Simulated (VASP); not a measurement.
Band structure of SrVO$_{3}$ (cubic perovskite). Method: PBE GGA, VASP's PBE PAW potentials (set 64) (plane waves; VASP 6.6.1).

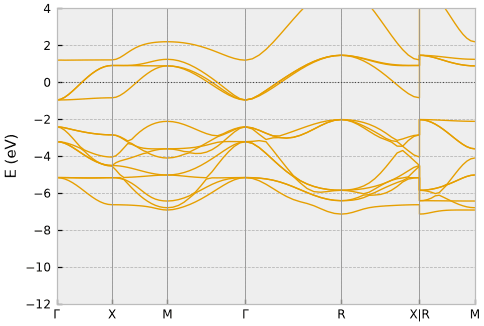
Figure. Bands along high-symmetry lines, zero at the valence-band maximum or, without a gap, the Fermi level

Task: Read the plot: is there a gap, and where are the band edges?

Result: It has no gap at this level: it comes out as a metal or semimetal. (Edges off the drawn lines would not show.)

The compound is SrVO3 in the cubic perovskite structure. It was relaxed first. The run is not spin-polarised, so no magnetic state was tried. The electron count is odd and the run is not spin-polarised, which forces a metal.
